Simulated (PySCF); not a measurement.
```yaml
atoms:
  - { symbol: C, position_ang: [0.0000, 0.0000, -0.6320] }
  - { symbol: C, position_ang: [0.0000, 0.0000, 0.6320] }
```

The calculation used PySCF 2.14.0, PBE0/def2-SVPD, non-relativistic Hamiltonian with scalar-relativistic core potentials where named, at a bond length of 1.264 Å.

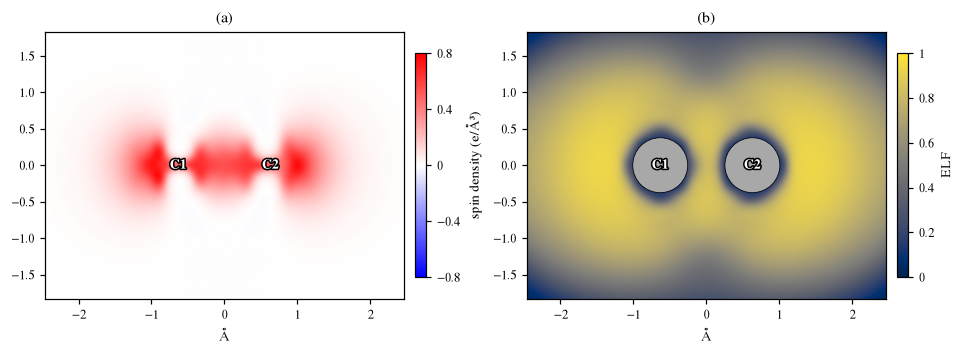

C2 (charge −1, doublet). (a) spin density; (b) electron localisation function on a plane that holds the molecular axis. Grey discs cover the atomic cores in the ELF map.

> Interpret the plot.

The section cuts through C sites. C–C (1.26 Å): the ELF peaks at about 0.80 between the atoms: a multiple bond. The ELF also peaks beside C2 and C1, away from the bonds: non-bonding electrons, paired or unpaired. The unpaired spin (1 electron) lies mostly on C1 (about 0.5) and C2 (about 0.5), in electrons by Hirshfeld's partition.
